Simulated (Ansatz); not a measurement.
# Two runs on Si3NH7S

System: Si3NH7S, SMILES [SiH3]N([SiH3])[Si]S.
Method of run 1: RKS SPW92/def2-TZVPP (Ansatz 0.2.0).

The geometry comes from this level: PBE0-D4/def2-TZVP. Text and figures count atoms from 1; the logs count them from 0 in places.

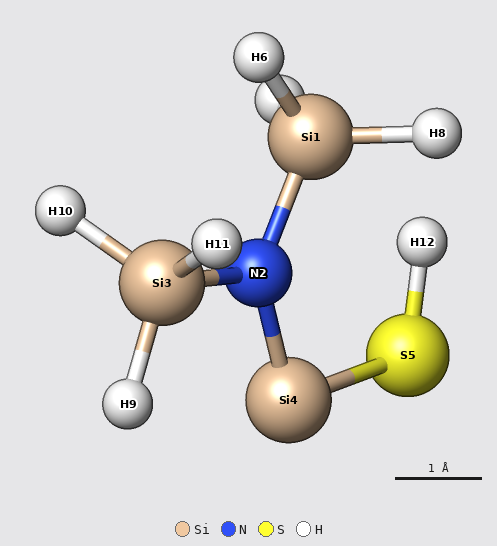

The input geometry (ball-and-stick view, seen at a tilt; atoms are numbered from 1 in the order of the input). Bond lengths as drawn: H–S 1.35 Å, H–Si 1.48 to 1.49 Å, N–Si 1.74 to 1.75 Å and S–Si 2.16 Å.

## The input, run 1
```yaml
crystal:
  periodic: [false, false, false]
  atoms:
    - {symbol: Si, position_ang: [-1.086855, -0.678624, 0.219923]}
    - {symbol: N, position_ang: [0.385356, 0.194769, -0.132427]}
    - {symbol: Si, position_ang: [0.937625, 1.301949, 1.111661]}
    - {symbol: Si, position_ang: [1.374219, 0.106652, -1.561444]}
    - {symbol: S, position_ang: [0.397258, -1.333803, -2.847820]}
    - {symbol: H, position_ang: [-1.546648, -0.251078, 1.567565]}
    - {symbol: H, position_ang: [-0.850825, -2.144805, 0.228786]}
    - {symbol: H, position_ang: [-2.144424, -0.369674, -0.775848]}
    - {symbol: H, position_ang: [2.187259, 1.936241, 0.622942]}
    - {symbol: H, position_ang: [1.199981, 0.567927, 2.376282]}
    - {symbol: H, position_ang: [-0.092257, 2.340282, 1.372597]}
    - {symbol: H, position_ang: [-0.683788, -1.725235, -2.148114]}
basis:
  gaussian: {orbitals: def2-TZVPP}
hamiltonian: {xc: lda}
output: {orbitals: {seedname: orbitals}}
```

Hardware: 4 CPU threads, shared host.

## Output (run 1)
```
Functional definition: SPW92
  exchange = slater_x
  correlation = pw_c
1716 factors; their error is unknown
mean field evaluation 1: about -35918.3560 eV, gradient 7.7e1 eV
mean field evaluation 2: about -35840.1206 eV, gradient 1.6e2 eV
mean field evaluation 4: about -35929.0913 eV, gradient 2.3e1 eV
mean field evaluation 8: about -35930.4649 eV, gradient 2.0e-1 eV
mean field evaluation 16: about -35930.4148 eV, gradient 5.1e-4 eV
mean field -35930.41478711 eV, -1320.4183889164 hartree, gradient 6.0e-5 eV, S^2 0.000000; 0 other end points of the search recorded, 0 dependent functions left out
reference -35930.41483277 eV, -1320.4183905945 hartree; 36, 36 occupied and 261, 261 virtual orbitals, 1716 factors
Total energy: -35930.41483277 eV, -1320.4183905945 hartree
```

The input of run 2 differs as follows (lines with − go, lines with + come):
```diff
-hamiltonian: {xc: lda}
+hamiltonian: {xc: {name: wB97X-V}}
```

How does run 2 compare with run 1?

The total energies belong to different methods, so their difference says nothing on which is more stable or more accurate. The HOMO goes from −5.95 to −9.09 eV. The LUMO goes from −2.72 to 0.24 eV.

## Output (run 2)
```
Functional definition: wB97X-V
  parameter omega = 0.3/bohr
  parameter cx = 0.167
  parameter cx1 = 0.603
  parameter cx2 = 1.194
  parameter css0 = 0.556
  parameter css1 = -0.257
  parameter cos0 = 1.219
  parameter cos1 = -1.850
  parameter b = 6.0
  parameter c = 0.01
  exchange = spin_sum(e_x_unif_sr(omega)*poly(b97_u_x, 1 - cx, cx1, cx2)) + cx*exact_x_sr(omega) + exact_x_lr(omega)
  correlation = spin_sum(e_c_pw_same_spin*poly(b97_u_same, css0, css1))
      + integral(e_c_pw_opposite_spin*poly(b97_u_opposite, cos0, cos1)) + vv10(b, c)
1732 factors; their error is unknown
377 factors; integrals over basis functions are off by at most 1.0e-5 eV
mean field evaluation 1: about -36064.3941 eV, gradient 5.2e1 eV
mean field evaluation 2: about -36062.5343 eV, gradient 6.0e1 eV
mean field evaluation 4: about -36069.8191 eV, gradient 2.3e0 eV
mean field evaluation 8: about -36069.8414 eV, gradient 1.2e-1 eV
mean field evaluation 16: about -36069.8645 eV, gradient 1.6e-4 eV
mean field -36069.86447093 eV, -1325.5430702745 hartree, gradient 4.6e-5 eV, S^2 0.000000; 0 other end points of the search recorded, 0 dependent functions left out
reference -36069.86446849 eV, -1325.5430701847 hartree; 36, 36 occupied and 261, 261 virtual orbitals, 1732 factors
Total energy: -36069.86446849 eV, -1325.5430701847 hartree
```

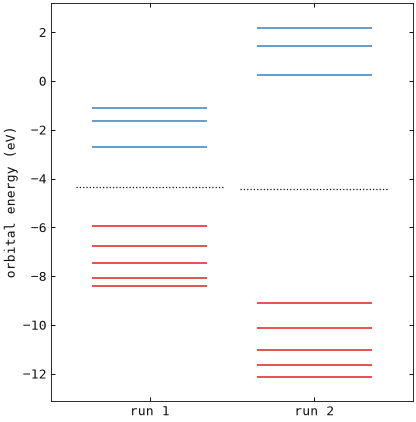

The five highest filled and three lowest empty orbital energies of the two runs; the dotted lines part filled from empty levels. The HOMO–LUMO gap is 3.23 eV in run 1 and 9.33 eV in run 2.

## The two runs side by side

| quantity | run 1 | run 2 |
| --- | --- | --- |
| outcome | converged | converged |
| total energy (hartree) | −1320.418391 | −1325.543070 |
| HOMO (eV) | −5.95 | −9.09 |
| LUMO (eV) | −2.72 | 0.24 |
| basis functions | 297 | 297 |
| wall time (shared host) | 2.9 s | 19 s |
